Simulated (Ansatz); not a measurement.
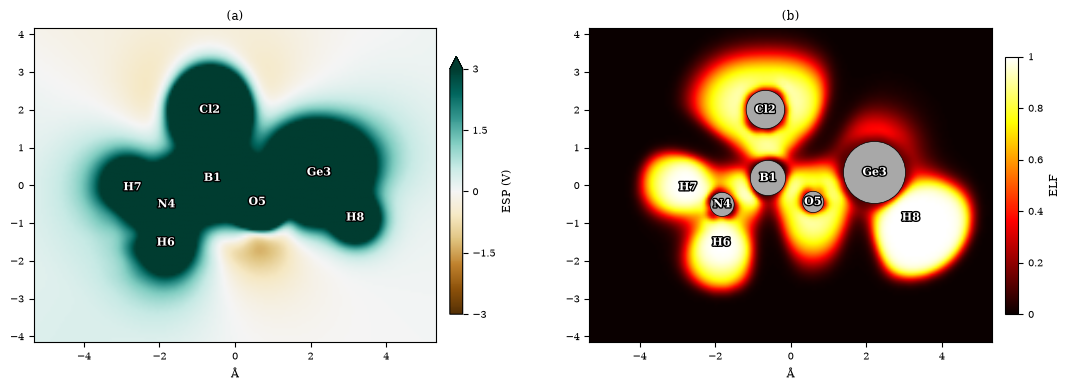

*BClGeH5NO (SMILES NB(Cl)[O][GeH3]). (a) electrostatic potential; (b) electron localisation function on the plane of atoms B1, N4 and H7. Grey discs cover the atomic cores in the ELF map.*

Geometry: r2SCAN-D4/def2-SVP.

These are results of isolated molecule in a Gaussian basis; Kohn-Sham density functional theory, functional PBE0 (Ansatz), not measurements.

```yaml
atoms:
  - { symbol: B, position_ang: [-0.3472, 0.4165, 0.5393] }
  - { symbol: Cl, position_ang: [0.6935, 1.0205, -0.8161] }
  - { symbol: Ge, position_ang: [-2.3673, -0.1895, -1.3392] }
  - { symbol: N, position_ang: [0.1733, 0.4696, 1.8385] }
  - { symbol: O, position_ang: [-1.5852, -0.0663, 0.2793] }
  - { symbol: H, position_ang: [-0.3636, 0.1458, 2.6333] }
  - { symbol: H, position_ang: [1.0937, 0.8256, 2.0544] }
  - { symbol: H, position_ang: [-3.7351, -0.7983, -1.0174] }
  - { symbol: H, position_ang: [-1.5297, -1.1175, -2.2251] }
  - { symbol: H, position_ang: [-2.4999, 1.2161, -1.9343] }
```

**What do the fields say about this system?**

Atoms in the plane: B, Cl, Ge, N, O and H.
B–O (1.35 Å): the ELF peaks at about 0.90 between the atoms; a short, strongly polar bond.
B–N (1.40 Å): the ELF peaks at about 0.95 between the atoms: a polar covalent bond.
Ge–O (1.80 Å): the ELF peaks at about 0.85 in the valence shell of O, 0.6 Å from its nucleus, and is about 0.30 at the midpoint.
B–Cl (1.81 Å): the ELF peaks at about 0.90 between the atoms (a polar covalent bond).
N–H (1.01 Å): the ELF climbs to about 1 towards the hydrogen, as it does in any bond to H: an ordinary covalent bond to hydrogen.
The ELF also peaks beside O5 and Cl2, away from the bonds: lone-pair regions.
Outside the dense part of the molecule the potential is most negative (−1.3 V) near O5.
